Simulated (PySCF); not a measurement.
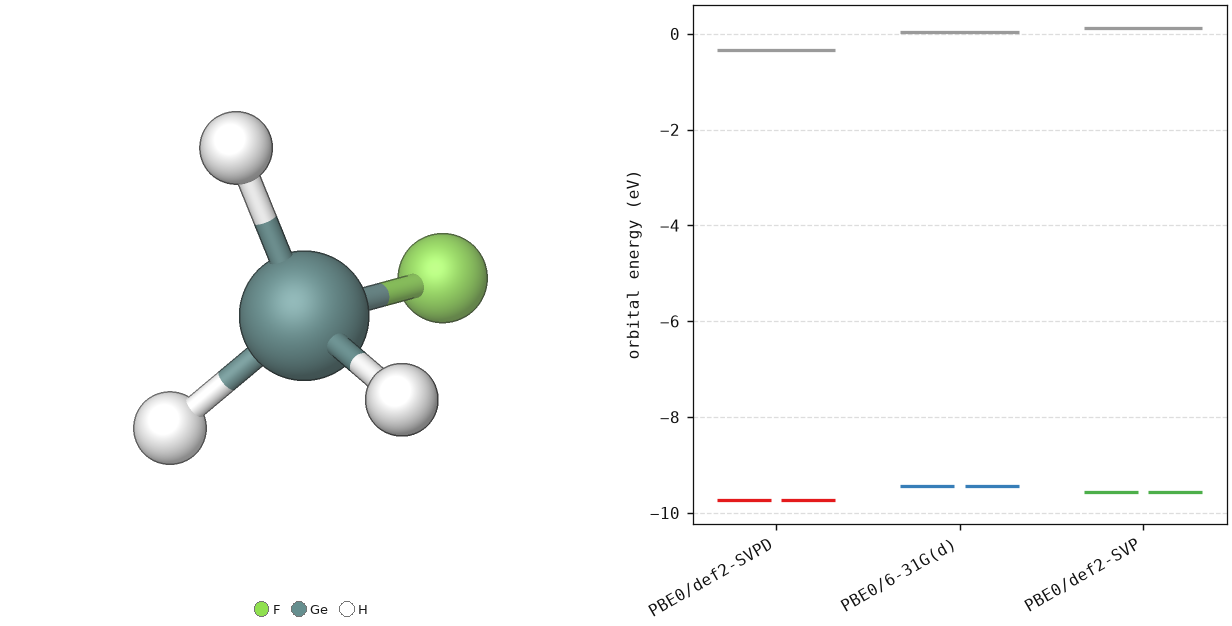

Frontier orbital energies of GeH₃F (monofluorogermane), SMILES [F][GeH3], singlet at one geometry, PySCF, at a PBE0-D3(BJ)/def2-SVP geometry (no frequency check). Empty levels are grey, levels within 0.1 eV stand side by side; all columns show the same few orbitals around the gap.

**How do the frontier levels move from column to column?**

The separation grows from 9.40 eV (PBE0/def2-SVPD) to 9.67 eV (PBE0/def2-SVP).

| level | HOMO (eV) | LUMO (eV) | separation (eV) |
| --- | --- | --- | --- |
| PBE0/def2-SVPD | −9.74 | −0.33 | 9.40 |
| PBE0/6-31G(d) | −9.44 | 0.04 | 9.48 |
| PBE0/def2-SVP | −9.56 | 0.11 | 9.67 |

Caveats, for all or some of the runs: empty levels above zero depend strongly on the basis.
